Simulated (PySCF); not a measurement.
```xyz
16

Si    2.9773   -0.6382    1.0650
O     1.4782   -0.3214    0.5044
Si    0.0584    0.4336    0.4761
Br    0.2481    2.2197    1.7777
C    -1.4949   -0.5872    0.8736
Si   -2.3109    0.0030   -0.7616
C    -0.6551    0.8539   -1.2342
H     2.7998   -1.2512    2.3784
H     3.6851    0.6356    1.1399
H     3.4999   -1.5467    0.0519
H    -2.0223   -0.3143    1.7836
H    -1.3201   -1.6588    0.9179
H    -2.7124   -1.0763   -1.6601
H    -3.3825    0.9671   -0.5252
H    -0.1330    0.3779   -2.0599
H    -0.7233    1.9122   -1.4715
```

Geometry: GFN2-xTB.

The calculation used CAM-B3LYP/def2-SVPD, SCF density, gas phase (PySCF).

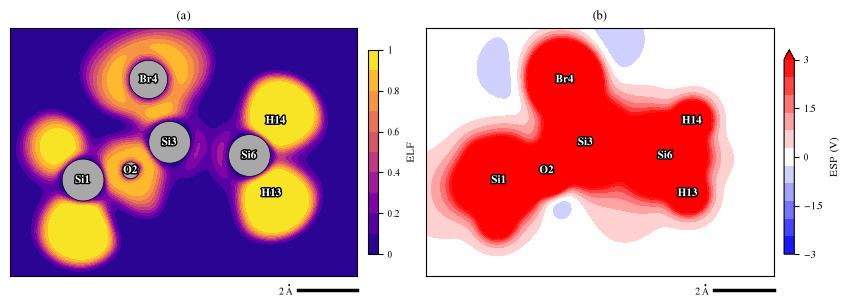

C$_{2}$H$_{9}$BrOSi$_{3}$ (SMILES [SiH3]O[Si]1(Br)C[SiH2]C1). (a) electron localisation function; (b) molecular electrostatic potential on the plane of atoms H13, Si6 and H14. Grey discs cover the atomic cores in the ELF map.

What does the map show?

Atoms in the plane: Si, O, Br and H.
Si–O (1.61 Å): the ELF peaks at about 0.85 between the atoms: a short, strongly polar bond.
Si–Br (2.22 Å): the ELF peaks at about 0.90 between the atoms, as expected for a shared but strongly polarised pair.
Si–H (1.46 Å): the ELF climbs to about 1 towards the hydrogen, as it does in any bond to H.
The ELF also peaks beside O2 and Br4, away from the bonds: lone-pair regions.
Outside the dense part of the molecule the potential is most negative (−0.5 V) near Br4.
